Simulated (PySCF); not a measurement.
## NdH2I3O: a changed input and its effect

System: NdH2I3O (Nd(I)3(H2O)-), charge −1.
Method of the first run: RKS PBE0, Nd lcecp-0-SVP with ECP50, I def2-SVP with ECP28, O def2-SVP, H def2-SVP; non-relativistic Hamiltonian with a scalar-relativistic core potential; density fitting (PySCF 2.14.0).

Text and figures count atoms from 1; the logs count them from 0 in places.

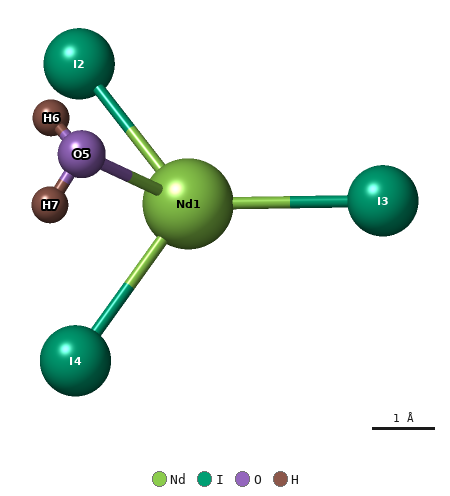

**Figure 1.** The input geometry (ball-and-stick view, seen at a tilt; atoms are numbered from 1 in the order of the input). Sticks mark near contacts. Bond lengths as drawn: H–O 0.98 Å, I–Nd 3.18 to 3.23 Å and Nd–O 2.62 Å.

Input file, the first run:
```python
mol = gto.M(atom='''
Nd    -0.73764     0.05732    -0.05732
I      0.46509     2.92274     0.82188
I     -2.43190    -1.84844     1.84844
I      0.46509    -0.82188    -2.92274
O     -1.63603     1.79760    -1.79760
H     -1.12851     2.56096    -1.46410
H     -1.12851     1.46410    -2.56096''',
    basis={'Nd': 'lcecp-0-SVP', 'I': 'def2-SVP', 'O': 'def2-SVP', 'H': 'def2-SVP'},
    ecp={'Nd': 'lcecp-0-SVP', 'I': 'def2-SVP'},
    charge=-1, spin=0)
mf = dft.RKS(mol, xc='PBE0')
mf.grids.atom_grid = (75, 302)  # f atoms: at least (60, 302), unpruned
mf = mf.density_fit()  # Nd AutoAux, I def2-universal-JKFIT, O def2-universal-JKFIT, H def2-universal-JKFIT
mf.conv_tol = 1e-09; mf.max_cycle = 55
mf.kernel(dm0)
```

The script is an equivalent of the set-up of the self-consistent field. The run itself was carried out by a driver, which started from the orbitals of the step before it where there was one and computed the further properties.

Command:
```bash
OMP_NUM_THREADS=4 python <driver script>
```

Hardware: 4 threads of AMD EPYC (Zen 3), 189 GiB of memory available, shared host.

Output (the first run):
```
init E= -997.574688019203
  HOMO = -0.126656296458863  LUMO = 0.0754115430154307  gap/eV = 5.49855
cycle= 1 E= -997.574688024509  delta_E= -5.31e-09  |g|= 2.09e-05  |ddm|= 0.000328
  HOMO = -0.126655975890465  LUMO = 0.0754123100377022  gap/eV = 5.49856
cycle= 2 E= -997.57468802456  delta_E= -5.02e-11  |g|= 1.8e-05  |ddm|= 5.93e-05
  HOMO = -0.126655442221918  LUMO = 0.0754112595705507  gap/eV = 5.49852
Extra cycle  E= -997.574688024533  delta_E= 2.68e-11  |g|= 2.12e-05  |ddm|= 5.33e-05
converged SCF energy = -997.574688024533
```

The input of the second run differs as follows (lines with − go, lines with + come):
```diff
-    basis={'Nd': 'lcecp-0-SVP', 'I': 'def2-SVP', 'O': 'def2-SVP', 'H': 'def2-SVP'},
-    ecp={'Nd': 'lcecp-0-SVP', 'I': 'def2-SVP'},
+    basis={'Nd': 'lcecp-0-TZVP', 'I': 'def2-TZVP', 'O': 'def2-TZVP', 'H': 'def2-TZVP'},
+    ecp={'Nd': 'lcecp-0-TZVP', 'I': 'def2-TZVP'},
-mf.conv_tol = 1e-09; mf.max_cycle = 55
+mf.conv_tol = 1e-08; mf.max_cycle = 55
```

Predict how the results change.

The total energies belong to different models, so their difference says nothing on which is more stable or more accurate. The largest force goes from 0.021 to 0.321 eV/Å. The HOMO goes from −3.45 to −3.56 eV. The basis functions go from 133 to 240.

Output (the second run):
```
init E= -1004.73008907308
  HOMO = -0.0233038295916985  LUMO = 0.0196490028349814  gap/eV = 1.16881
cycle= 1 E= -995.989033969526  delta_E= 8.74  |g|= 2.95  |ddm|= 4.62
  HOMO = -0.142304551953732  LUMO = 0.0720754014854066  gap/eV = 5.83358
cycle= 2 E= -996.127311182529  delta_E= -0.138  |g|= 2.81  |ddm|= 6.79
  HOMO = -0.131151338631526  LUMO = 0.0755214312518113  gap/eV = 5.62385
cycle= 3 E= -997.665159583613  delta_E= -1.54  |g|= 0.462  |ddm|= 3.66
  HOMO = -0.122377703308574  LUMO = 0.0765292650883183  gap/eV = 5.41253
cycle= 4 E= -997.691388306424  delta_E= -0.0262  |g|= 0.163  |ddm|= 0.529
  HOMO = -0.131882904104414  LUMO = 0.0692640189745291  gap/eV = 5.47349
cycle= 5 E= -997.694141123028  delta_E= -0.00275  |g|= 0.0482  |ddm|= 0.147
  HOMO = -0.131154032555037  LUMO = 0.0733098997172981  gap/eV = 5.56375
cycle= 6 E= -997.694837364679  delta_E= -0.000696  |g|= 0.0107  |ddm|= 0.0602
  HOMO = -0.1308079426299  LUMO = 0.0737508982299673  gap/eV = 5.56633
cycle= 7 E= -997.694850367379  delta_E= -1.3e-05  |g|= 0.0059  |ddm|= 0.00925
  HOMO = -0.130833410167961  LUMO = 0.0735706340092754  gap/eV = 5.56212
cycle= 8 E= -997.694857394027  delta_E= -7.03e-06  |g|= 0.000416  |ddm|= 0.00497
  HOMO = -0.130831344257342  LUMO = 0.07359184751013  gap/eV = 5.56264
cycle= 9 E= -997.69485742293  delta_E= -2.89e-08  |g|= 0.000212  |ddm|= 0.000618
  HOMO = -0.130825220220549  LUMO = 0.0735861258636206  gap/eV = 5.56232
cycle= 10 E= -997.694857432073  delta_E= -9.14e-09  |g|= 7.08e-05  |ddm|= 0.000202
  HOMO = -0.130828894057949  LUMO = 0.0735795207001431  gap/eV = 5.56224
Extra cycle  E= -997.694857431596  delta_E= 4.76e-10  |g|= 9.04e-05  |ddm|= 0.000129
converged SCF energy = -997.694857431596
```

The two runs side by side:

| quantity | the first run | the second run |
| --- | --- | --- |
| outcome | converged | converged |
| total energy (hartree) | −997.574688 | −997.694857 |
| HOMO (eV) | −3.45 | −3.56 |
| LUMO (eV) | 2.05 | 2.00 |
| largest force (eV/Å) | 0.021 | 0.321 |
| basis functions | 133 | 240 |
| wall time (shared host) | 34 s | 36 s |
